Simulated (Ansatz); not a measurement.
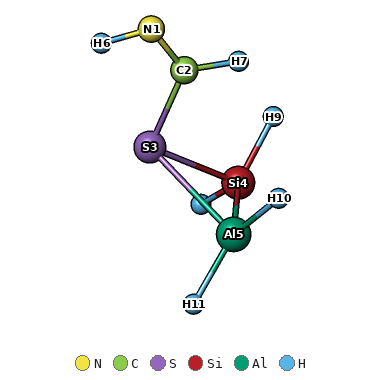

The system is CH₆AlNSSi; the picture shows the reference structure. 
- The first coordinate is: dihedral H6–N1–C2–S3; the second: dihedral N1–C2–S3–Si4.
- Nothing is relaxed (all other coordinates rigid).
- The scan uses a 15 × 15 grid.
- Energies are in eV, from the lowest grid point.
- The dihedral twists a double bond; near 90° a spin-restricted reference is unreliable.
- Method: RKS PBE-D4/def2-SVP in Ansatz 0.2.0.

Its coordinates:

```xyz
11

N     1.4791    2.2685    0.7407
C     0.5745    1.4560    0.3902
S     0.4156   -0.2710    0.9799
Si   -1.6406   -0.9170    0.1019
Al    0.2930   -1.5126   -1.2177
H     2.1517    1.8571    1.4118
H    -0.2182    1.7622   -0.3239
H    -2.2378   -1.6855    1.2525
H    -2.3660    0.4047    0.0170
H     0.6835   -0.4649   -2.3583
H     0.9304   -2.9546   -0.9735
```

Range: dihedral H6–N1–C2–S3 from −180 to 156°; dihedral N1–C2–S3–Si4 from −180 to 156°.

### What landscape does the calculation give?

The lowest grid point is at dihedral H6–N1–C2–S3 = −180°, dihedral N1–C2–S3–Si4 = 12°. Higher local minima lie near dihedral H6–N1–C2–S3 = −12°, dihedral N1–C2–S3–Si4 = 36° (0.0038 eV above the lowest at that grid point); dihedral H6–N1–C2–S3 = 12°, dihedral N1–C2–S3–Si4 = −180° (0.010 eV above the lowest at that grid point). The highest grid point, dihedral H6–N1–C2–S3 = 84°, dihedral N1–C2–S3–Si4 = 84°, lies 1.69 eV above the lowest. On the interpolated surface the easiest way out of the lowest well to its copy in the next cell or period passes a barrier of about 0.18 eV. Round the minimum the two coordinates are weakly coupled (coupling 0.06 in units of the two stiffnesses).

| dihedral N1–C2–S3–Si4 ↓, dihedral H6–N1–C2–S3 → | −180 | −156 | −132 | −108 | −84 | −60 | −36 | −12 | 12 | 36 | 60 | 84 | 108 | 132 | 156 |
| --- | --- | --- | --- | --- | --- | --- | --- | --- | --- | --- | --- | --- | --- | --- | --- |
| 156 | 0.14 | 0.33 | 0.85 | 1.45 | 1.58 | 1.04 | 0.40 | 0.02 | 0.02 | 0.40 | 1.04 | 1.55 | 1.41 | 0.81 | 0.31 |
| 132 | 0.16 | 0.37 | 0.90 | 1.53 | 1.65 | 1.08 | 0.42 | 0.04 | 0.04 | 0.44 | 1.09 | 1.62 | 1.45 | 0.84 | 0.33 |
| 108 | 0.18 | 0.40 | 0.94 | 1.58 | 1.69 | 1.10 | 0.44 | 0.06 | 0.07 | 0.48 | 1.14 | 1.68 | 1.49 | 0.86 | 0.35 |
| 84 | 0.17 | 0.39 | 0.93 | 1.56 | 1.66 | 1.07 | 0.43 | 0.07 | 0.09 | 0.50 | 1.17 | 1.69 | 1.48 | 0.85 | 0.34 |
| 60 | 0.11 | 0.32 | 0.86 | 1.46 | 1.56 | 1.00 | 0.38 | 0.03 | 0.07 | 0.47 | 1.13 | 1.63 | 1.41 | 0.78 | 0.28 |
| 36 | 0.04 | 0.24 | 0.75 | 1.34 | 1.46 | 0.96 | 0.36 | 0.00 | 0.03 | 0.42 | 1.05 | 1.53 | 1.32 | 0.70 | 0.21 |
| 12 | 0.00 | 0.19 | 0.69 | 1.27 | 1.41 | 0.95 | 0.39 | 0.03 | 0.02 | 0.39 | 0.99 | 1.46 | 1.27 | 0.68 | 0.18 |
| −12 | 0.02 | 0.20 | 0.70 | 1.29 | 1.45 | 0.97 | 0.40 | 0.07 | 0.06 | 0.39 | 0.99 | 1.48 | 1.31 | 0.71 | 0.21 |
| −36 | 0.09 | 0.27 | 0.77 | 1.38 | 1.56 | 1.04 | 0.41 | 0.08 | 0.11 | 0.46 | 1.05 | 1.57 | 1.42 | 0.80 | 0.28 |
| −60 | 0.15 | 0.33 | 0.84 | 1.47 | 1.66 | 1.14 | 0.47 | 0.07 | 0.10 | 0.49 | 1.11 | 1.65 | 1.52 | 0.88 | 0.35 |
| −84 | 0.15 | 0.31 | 0.82 | 1.46 | 1.68 | 1.16 | 0.50 | 0.08 | 0.03 | 0.40 | 1.06 | 1.64 | 1.54 | 0.91 | 0.36 |
| −108 | 0.13 | 0.28 | 0.77 | 1.41 | 1.65 | 1.16 | 0.49 | 0.07 | 0.01 | 0.33 | 0.95 | 1.55 | 1.51 | 0.90 | 0.36 |
| −132 | 0.13 | 0.28 | 0.75 | 1.36 | 1.60 | 1.13 | 0.48 | 0.06 | 0.01 | 0.34 | 0.94 | 1.51 | 1.47 | 0.89 | 0.36 |
| −156 | 0.13 | 0.29 | 0.76 | 1.35 | 1.55 | 1.07 | 0.44 | 0.04 | 0.01 | 0.36 | 0.96 | 1.50 | 1.42 | 0.86 | 0.34 |
| −180 | 0.13 | 0.31 | 0.80 | 1.38 | 1.53 | 1.03 | 0.40 | 0.02 | 0.01 | 0.37 | 0.99 | 1.51 | 1.40 | 0.82 | 0.32 |

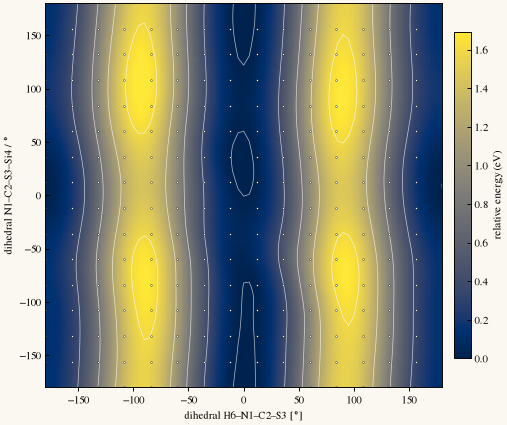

Drawn: a smooth colour map with a few white contour lines, dots at the grid points. Between grid points the surface is interpolated.

Each point was launched as `ansatz run input.yaml --threads 1 --pin off --max-ram 2560MiB --backend cpu --events-out ev --progress --plain --runs-dir out`. Time for the 225 points that were run: 10 min on 1 thread of Intel(R) Xeon(R) 6975P-C (Granite Rapids), with other jobs on the host.
